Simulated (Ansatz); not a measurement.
# AlN: the cost of one run

All numbers are computed with Ansatz 0.2.0 through its Python package. The levels of theory stand in the script.

### Step 1. The system

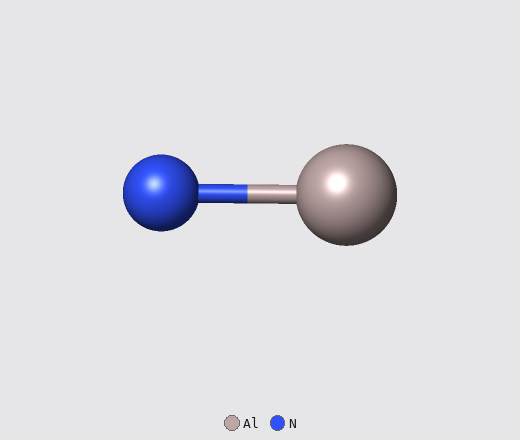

The starting structure, viewed from a chosen angle; aluminium light grey, nitrogen blue.

No structure file is read: the coordinates are typed or built in the script.

### Step 2. The script

Contents of aln_x2c.py:

```python
'''Scalar relativity in AlN(+).'''

import ansatz as az
from ase import Atoms
import numpy as np

SETTINGS = {
    'xc': 'b3lyp',
    'net_charge': 1,
}

atoms = Atoms(['Al', 'N'], positions=[
    (0.0, 0.0, 0.0),
    (0.0, 0.0, 1.95),
])
molecule = az.Crystal.molecule_from_ase(atoms)

job = (
    molecule.calculation()
    .functional(SETTINGS['xc'])
    .charge(SETTINGS['net_charge'])
    .spin('collinear', total=3)
    .forces()
)
# a set contracted for a scalar-relativistic Hamiltonian goes with the relativistic run
sets = {'none': 'cc-pVTZ', 'scalar': 'cc-pVTZ-DK'}
found = {kind: job.basis(gaussian=basis).pseudopotentials(relativity=kind).run(threads=1, backend='cpu').report for kind, basis in sets.items()}
for kind, each in found.items():
    dipole = 4.803205 * np.linalg.norm(each['charge_distribution']['dipole_moment_e_ang'])
    print(f'{kind:7s} E = {each["free_energy_ev"]:.4f} eV  dipole {dipole:.3f} D  largest force component {np.abs(each["forces_ev_ang"]).max():.4f} eV/A')
print(f'relativity lowers the total energy by {found["none"]["free_energy_ev"] - found["scalar"]["free_energy_ev"]:.3f} eV')
```

### Step 3. The calls as engine input

The engine receives this input (first run):

```yaml
crystal:
  periodic: [false, false, false]
  atoms:
    - { symbol: Al, position_ang: [0.0, 0.0, 0.0] }
    - { symbol: "N", position_ang: [0.0, 0.0, 1.95] }
basis:
  gaussian:
    orbitals: cc-pVTZ
hamiltonian:
  xc: b3lyp
  pseudopotentials:
    relativity: none
magnetization:
  spin_polarized: true
  initial_magnetization: 3.0
total_charge: 1.0
output:
  forces: true
```

### Step 4. Running it

Command:

```console
> python aln_x2c.py
```

Q: Estimate wall time and peak memory on 1 thread of Arm Neoverse V2, shared host.

About 2.3 s, with a peak of 0.18 GiB.
